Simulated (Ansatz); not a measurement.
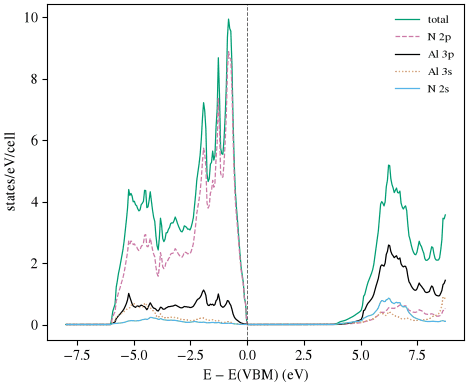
Figure: Total and projected density of states of AlN in space group P4_2/mnm (No. 136; Al on 4g, N on 4f), DFT-PBEsol in the program Ansatz with PAW potentials

Question: Which orbitals carry the states next to the gap?

Answer: Top 1 eV of the valence band: N 2p 91 %, Al 3p 6 %. Bottom 1 eV of the conduction band: N 2s 33 %, Al 3s 25 %, Al 3p 23 %, N 2p 11 %, outside the projected shells 8 %. Projections are on Löwdin-orthogonalised atomic valence shells; empty p or d shells of many metals are not among them.

Question: Where is the tallest occupied peak in this window, and what makes it?

Answer: Near -0.8 eV, about 9.9 states/eV per cell; the largest projected share is N 2p.

The start of the workflow was typed in or built on a structure type; neither database checked (COD, Materials Project) lists it. It is not the phase usual at ambient conditions (space group No. 186, 216). Symmetry was held in the PBEsol relaxation; whether a distortion lowers the energy is not shown.

Potentials: the earlier of the program's two PAW sets. The files were generated under PBE; for other functionals the program regenerates the frozen cores, and for LDA and PBEsol the local potential too.
